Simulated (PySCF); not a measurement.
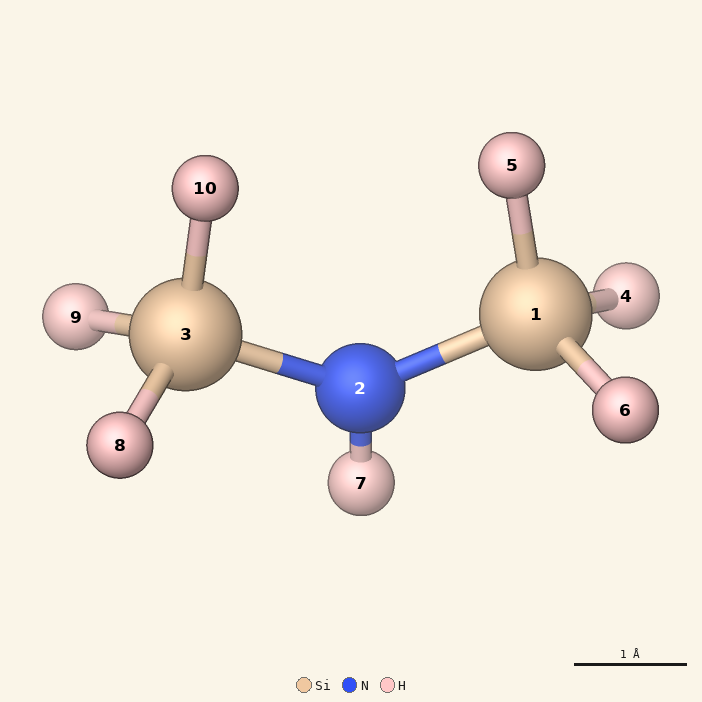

Orthographic view. Depth is shown by fading: the farther an atom, the more it takes the colour of the background. The computed structure is the end point of a PBE0-D3(BJ)/def2-SVP optimisation. No frequency run is at hand to confirm it as a minimum.

Write a Z-matrix (Å, degrees) in the order of the atom numbers, with these reference atoms: 2 to 1; 3 to 2, 1; 4 to 1, 2, 3; 5 to 1, 4, 2; 6 to 1, 5, 4; 7 to 2, 3, 1; 8 to 3, 2, 7; 9 to 3, 8, 2; 10 to 3, 9, 8.

```
Si 
N    1   1.741
Si   2   1.741   1   129.1
H    1   1.496   2   110.6   3  -135.7
H    1   1.492   4   109.9   2  -118.5
H    1   1.498   5   108.6   4   116.8
H    2   1.017   3   115.4   1   173.1
H    3   1.498   2   112.9   7    65.0
H    3   1.496   8   107.0   2   122.6
H    3   1.492   9   109.7   8  -117.9
```
